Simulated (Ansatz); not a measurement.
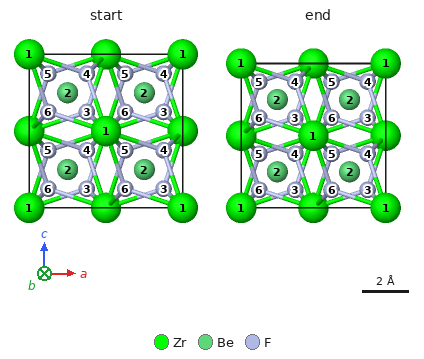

The structure of solid ZrBeF$_{4}$ (a generated structure, set up in F-43m) (coarse preliminary run) before (left) and after (right) a relaxation, at one scale.

A ball-and-stick model of the conventional cell (4 times the calculation's cell), seen along the b axis. Lengths and directions refer to the drawn axes.

All numbers below come from Ansatz, DFT PBE, scalar-relativistic, plane waves, PAW.

Input
```yaml
crystal:
  lattice:
    - [0.0, 3.40208982, 3.40208982]
    - [3.40208982, 0.0, 3.40208982]
    - [3.40208982, 3.40208982, 0.0]
  atoms:
    - { symbol: Zr, position: [0.0, 0.0, 0.0] }
    - { symbol: Be, position: [0.75, 0.75, 0.75] }
    - { symbol: F, position: [0.875, 0.375, 0.375] }
    - { symbol: F, position: [0.375, 0.375, 0.375] }
    - { symbol: F, position: [0.375, 0.875, 0.375] }
    - { symbol: F, position: [0.375, 0.375, 0.875] }
basis:
  ecutwfc: 420
kpoints:
  mp_grid: { grid: [4, 4, 4] }
hamiltonian:
  xc: pbe
scf:
  occupations: { method: gaussian, width: 0.1 }
  lower_state_search: "off"
output:
  forces: true
  stress: true
  eigenvalues: true
relax:
  adjacent_minimum: "off"
  f_tol: 0.04
  max_steps: 70
  cell: { stress_tol: 0.4 }
```

Run as
```bash
ansatz run input.yaml --threads 1 --pin off --max-ram 2048MiB --backend cpu --events-out ev --progress --plain --runs-dir out
```

Question: Describe what moved and what it gained.

Answer: After 4 accepted moves (6 points after the start) the energy has fallen by 111 meV per atom. Largest force component: 0.058 eV/Å at the start, under 0.0001 eV/Å at the end. Pressure: −13.71 GPa at the start and −0.02 GPa at the end. The SCF was repeated twice at an unchanged geometry on a basis and grid sized afresh for the cell, which shifted the energy by 3.0 meV per atom at most. No atom moves by more than 0.005 Å relative to the cell. The drawn cell changes as follows: a = b = c 6.804 → 6.401 Å (−5.9 %); the volume changes by −16.8 %. Some distances before and after: Zr1–F3 2.821 → 2.653 Å. The space group stays F-43m (No. 216).
